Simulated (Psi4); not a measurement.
**CH7BSi2 (SMILES CB1[SiH2][SiH2]1) at OMP2/6-31G(d) (density fitting for correlation, spherical functions)**

Aim: the vertical singlet–triplet gap of CH7BSi2 at OMP2/6-31G* (density fitting for correlation, spherical functions), from 2 runs. 

The calculation is run with Psi4 1.11.

1 further run of the same task is left out (set aside as unsound or not needed). Runs told in other sessions of the task aren't counted.

## Step 1: Starting point

CH7BSi2: 11 atoms, total charge 0, spin state singlet. SMILES: `CB1[SiH2][SiH2]1`. The coordinates come from a PBE0-D4/def2-TZVP relaxation.

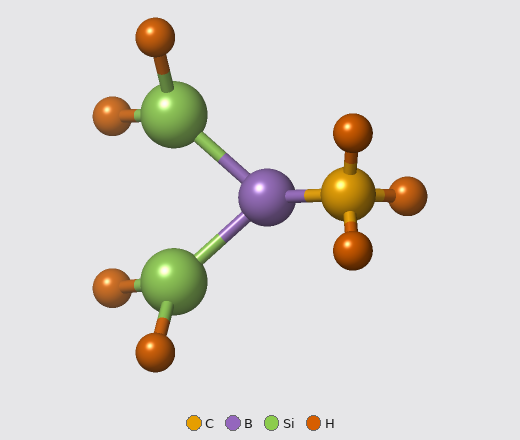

The structure, seen from a chosen angle (carbon amber, boron purple, silicon green, hydrogen orange).

## Step 2: A single-point energy at OMP2/6-31G(d) (density fitting for correlation, spherical functions)

File calc.in:

```
memory 2.2 GB

molecule molecule1 {
  C     -0.49869872     3.38922380     0.18802775
  B     -0.85151059     0.45920345    -0.03136945
  Si     0.03552685    -2.17053943     2.26653751
  Si     0.39740940    -1.85741181    -2.49217081
  H      0.31293865     4.00962089     1.98194476
  H     -2.40240882     4.21238850     0.09656500
  H      0.56880756     4.22920707    -1.36627199
  H     -0.90555676    -4.80236100     2.09192682
  H      1.65710084    -1.84323886     4.54271263
  H      2.34137067    -1.25251048    -4.43443132
  H     -0.53139099    -4.48091859    -2.80473151
  units au
  symmetry c1
}

set {
  basis           6-31G*
  puream          true
  e_convergence   1e-09
  d_convergence   1e-08
  scf_type        pk
  num_frozen_docc 12
}

energy('omp2')
```

Command:

```console
psi4 -i calc.in -o calc.out -n 1
```

calc.out:

```text
[...]
  Running in c1 symmetry.
[...]
  Nuclear repulsion =  181.476428613285663
[...]
  Multiplicity = 1
[...]
  Nalpha       = 23
  Nbeta        = 23
[...]
    Number of basis functions: 78
[...]
   @RHF iter   1:  -644.26603714906537   -6.81245e-01   4.33320e-03 DIIS/ADIIS
[...]
   @RHF iter  12:  -644.36150571187250   -1.40972e-11   6.69625e-09 DIIS
[...]
    Orbital Energies [Eh]
    ---------------------
    Doubly Occupied:
       1A    -68.755689     2A    -68.755670     3A    -11.201292
       4A     -7.594951     5A     -6.122414     6A     -6.122347
       7A     -4.228057     8A     -4.227838     9A     -4.226605
      10A     -4.226555    11A     -4.225903    12A     -4.225842
      13A     -0.949263    14A     -0.786289    15A     -0.662865
      16A     -0.591328    17A     -0.556436    18A     -0.548816
      19A     -0.515657    20A     -0.469577    21A     -0.469521
      22A     -0.359049    23A     -0.294599
[...]
  @RHF Final Energy:  -644.36150571187250
   => Energetics <=
    Nuclear Repulsion Energy =            181.4764286132856625
    One-Electron Energy =               -1251.4427451904721238
    Two-Electron Energy =                 425.6048108653140503
    Total Energy =                       -644.3615057118724962
[...]
 Multipole Moments:
 ------------------------------------------------------------------------------------
     Multipole            Electronic (a.u.)      Nuclear  (a.u.)        Total (a.u.)
 ------------------------------------------------------------------------------------
 L = 1.  Multiply by 2.5417464519 to convert [e a0] to [Debye]
 Dipole X            :         -1.0777551            1.0274886           -0.0502665
 Dipole Y            :         -1.9949145            2.0835424            0.0886279
 Dipole Z            :         -0.2144815            0.2159402            0.0014587
 Magnitude           :                                                    0.1019007
[...]
	Warning: cc_lambda option is changed to TRUE
	For this residual convergence, default PCG convergence is:     1.00e-07
[...]
	DF-MP2 Total Energy (a.u.)         :  -644.73843943424856
[...]
	DF-MP2 Total Energy (a.u.)         :  -644.74503305449991
[...]
	DF-OMP2 Total Energy (a.u.)        :  -644.74503305450958
[...]
```

Run time: 8.7 s. Hardware: 1 thread of Intel Xeon 6975P-C (Granite Rapids), shared host; peak memory 0.29 GiB.

## Step 3: The triplet at the same level

File ch7bsi2.json:

```json
{
  "schema_name": "qcschema_input",
  "schema_version": 1,
  "molecule": {
    "schema_name": "qcschema_molecule",
    "schema_version": 2,
    "symbols": ["C", "B", "Si", "Si", "H", "H", "H", "H", "H", "H", "H"],
    "geometry": [-0.49869872, 3.3892238, 0.18802775, -0.85151059, 0.45920345, -0.03136945, 0.03552685, -2.17053943, 2.26653751, 0.3974094, -1.85741181, -2.49217081, 0.31293865, 4.00962089, 1.98194476, -2.40240882, 4.2123885, 0.096565, 0.56880756, 4.22920707, -1.36627199, -0.90555676, -4.802361, 2.09192682, 1.65710084, -1.84323886, 4.54271263, 2.34137067, -1.25251048, -4.43443132, -0.53139099, -4.48091859, -2.80473151],
    "molecular_charge": 0,
    "molecular_multiplicity": 3,
    "fix_symmetry": "c1"
  },
  "driver": "energy",
  "model": {
    "method": "omp2",
    "basis": "6-31G*"
  },
  "keywords": {
    "reference": "uhf",
    "puream": true,
    "e_convergence": 1e-09,
    "d_convergence": 1e-08,
    "scf_type": "pk",
    "num_frozen_docc": 12,
    "maxiter": 100
  }
}
```

Command:

```console
psi4 --qcschema ch7bsi2.json -n 1 --memory 2200MB
```

stdout:

```text
[...]
  Running in c1 symmetry.
[...]
  Nuclear repulsion =  181.476428613285663
[...]
  Multiplicity = 3
[...]
  Nalpha       = 24
  Nbeta        = 22
[...]
    Number of basis functions: 78
[...]
   @UHF iter   1:  -644.15396665044830   -5.69174e-01   4.72529e-03 ADIIS/DIIS
[...]
   @UHF iter  20:  -644.26947100139830   -1.13687e-11   6.19007e-09 DIIS
[...]
   @S^2 Observed:                2.024498590E+00
[...]
    Orbital Energies [Eh]
    ---------------------
    Alpha Occupied:
       1A    -68.775940     2A    -68.775826     3A    -11.180889
       4A     -7.546788     5A     -6.141831     6A     -6.141706
       7A     -4.251984     8A     -4.251828     9A     -4.244819
      10A     -4.244678    11A     -4.243360    12A     -4.243199
      13A     -0.928433    14A     -0.813690    15A     -0.682576
      16A     -0.603793    17A     -0.540757    18A     -0.538083
      19A     -0.523521    20A     -0.480709    21A     -0.459590
      22A     -0.363297    23A     -0.362489    24A     -0.204877
    Alpha Virtual:
      25A      0.043116    26A      0.133962    27A      0.167892
[...]
  @UHF Final Energy:  -644.26947100139830
   => Energetics <=
    Nuclear Repulsion Energy =            181.4764286132856625
    One-Electron Energy =               -1251.2171090901240404
    Two-Electron Energy =                 425.4712094754399914
    Total Energy =                       -644.2694710013984150
  UHF NO Occupations:
  HONO-2 :   22  A 1.9930306
  HONO-1 :   23  A 1.0000000
  HONO-0 :   24  A 1.0000000
  LUNO+0 :   25  A 0.0069694
  LUNO+1 :   26  A 0.0023516
[...]
 Multipole Moments:
 ------------------------------------------------------------------------------------
     Multipole            Electronic (a.u.)      Nuclear  (a.u.)        Total (a.u.)
 ------------------------------------------------------------------------------------
 L = 1.  Multiply by 2.5417464519 to convert [e a0] to [Debye]
 Dipole X            :         -0.8969291            1.0274886            0.1305595
 Dipole Y            :         -2.5058517            2.0835424           -0.4223093
 Dipole Z            :         -0.2355863            0.2159402           -0.0196462
 Magnitude           :                                                    0.4424669
[...]
	Warning: cc_lambda option is changed to TRUE
	For this residual convergence, default PCG convergence is:     1.00e-07
[...]
	DF-SCS-MP2 Total Energy (a.u.)     :  -644.62768806745100
	DF-SOS-MP2 Total Energy (a.u.)     :  -644.62934724920729
[...]
	DF-SCS-OMP2 Total Energy (a.u.)    :  -644.63314091944494
	DF-SOS-OMP2 Total Energy (a.u.)    :  -644.60580529877382
	DF-SCS(N)-OMP2 Total Energy (a.u.) :  -644.40707072024031
[...]
	DF-OMP2 Total Energy (a.u.)        :  -644.63063438483653
[...]
```

The result, in JSON:

```text
{
 "driver": "energy",
 "model": {
  "method": "omp2",
  "basis": "6-31G*"
 },
 "success": true,
 "return_result": -644.6306343848365,
 "properties": {
  "calcinfo_nbasis": 78,
  "calcinfo_nmo": 78,
  "calcinfo_nalpha": 24,
  "calcinfo_nbeta": 22,
  "calcinfo_natom": 11,
  "nuclear_repulsion_energy": 181.47642861328566,
  "return_energy": -644.6306343848365,
  "scf_one_electron_energy": -1251.217109090124,
  "scf_two_electron_energy": 425.47120947544,
  "scf_dipole_moment": [0.13055949751822182, -0.42230933360268086, -0.019646187631380263],
  "scf_total_energy": -644.2694710013983,
  "scf_iterations": 20,
  "mp2_same_spin_correlation_energy": -0.07807081961029089,
  "mp2_opposite_spin_correlation_energy": -0.27682788292995364,
  "mp2_singles_energy": 0.0,
  "mp2_doubles_energy": -0.3548987025402445,
  "mp2_correlation_energy": -0.3548987025402539,
  "mp2_total_energy": -644.6243697039386
 }
}
```

Run time: 22 s. Hardware: 1 thread of Intel Xeon 6975P-C (Granite Rapids), shared host; peak memory 0.29 GiB.

## Step 4: Summary of results

Level: OMP2/6-31G* (density fitting for correlation, spherical functions), 12 core orbitals frozen.

| quantity | value |
| --- | --- |
| singlet: total energy | -644.74503 Eh |
| singlet: HOMO energy (Hartree–Fock orbitals) | -8.02 eV |
| singlet: LUMO energy (Hartree–Fock orbitals) | 1.97 eV |
| singlet: HOMO–LUMO gap (Hartree–Fock orbitals) | 9.99 eV |
| singlet: correlation energy (12 core orbitals frozen) | -383.5 mEh |
| triplet: total energy | -644.63063 Eh |
| triplet: HOMO energy (Hartree–Fock orbitals) (highest over α and β) | -5.57 eV |
| triplet: LUMO energy (Hartree–Fock orbitals) (lowest over α and β) | -0.61 eV |
| triplet: correlation energy (12 core orbitals frozen) | -361.2 mEh |
| triplet: ⟨S²⟩ of the reference determinant | 2.024 |
| vertical energy of the triplet above the singlet | 3.113 eV |

In words: At this shape the triplet lies 3.11 eV (300 kJ/mol) above the singlet.
